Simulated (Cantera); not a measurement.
Feed: 1 mol Si₃N₄, 0.002 mol O₂, 16 mol N₂, 0.0064 mol H₂O, at 0.0170 bar.

Cantera equilibrium calculation (NASA polynomials, part measured and part estimated; ideal gas, pure solids and liquids). Candidate condensed phases: H₂O, Si, SiO₂, Si₂N₂O, Si₃N₄; 35 gas species. Mutual solubility and eutectic melting of coexisting phases are not modelled. The tables' values for SiN are old estimates; treat these amounts as uncertain. Kinetics and transport are ignored.

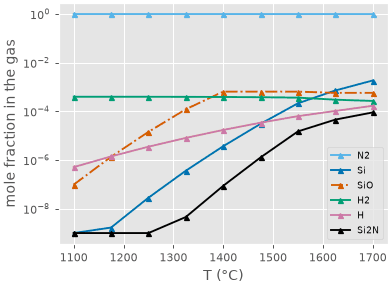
Figure: Equilibrium gas composition (values under 1e-9 drawn at 1e-9)

**Question.** Read off the mole fractions at 1400 °C.

**Answer.** N₂ about 1.00, SiO about 0.00065, H₂ about 0.00039, H about 1.7e-5, Si about 3.7e-6, Si₂N about 8.7e-8.
